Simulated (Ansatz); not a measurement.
Consider InAs in the zinc blende structure (space group F-43m, No. 216; a = 6.1096 Å). Axes: x, y, z lie along the cube axes.

Perturbation: biaxial strain −0.83 %, plane normal [111], relaxed out of plane (Cartesian); in-plane vectors clamped, the third vector and the atoms free.

Computed with Kohn–Sham DFT with the r2SCAN functional, run in Ansatz (a program for electronic structure) with PAW and 500 eV plane waves, scalar-relativistic without spin-orbit coupling.

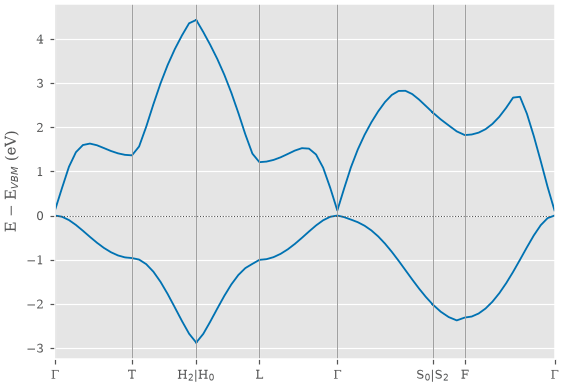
Fig. 1. Highest valence and lowest conduction band along the path of the changed cell's own zone

### Question
From the figure, how large is the changed gap, and is it direct?

### Answer
About 0.1 eV, direct at Γ.

Stability against distortions was not tested. Labels are those of the standard path for the cell's own space group.
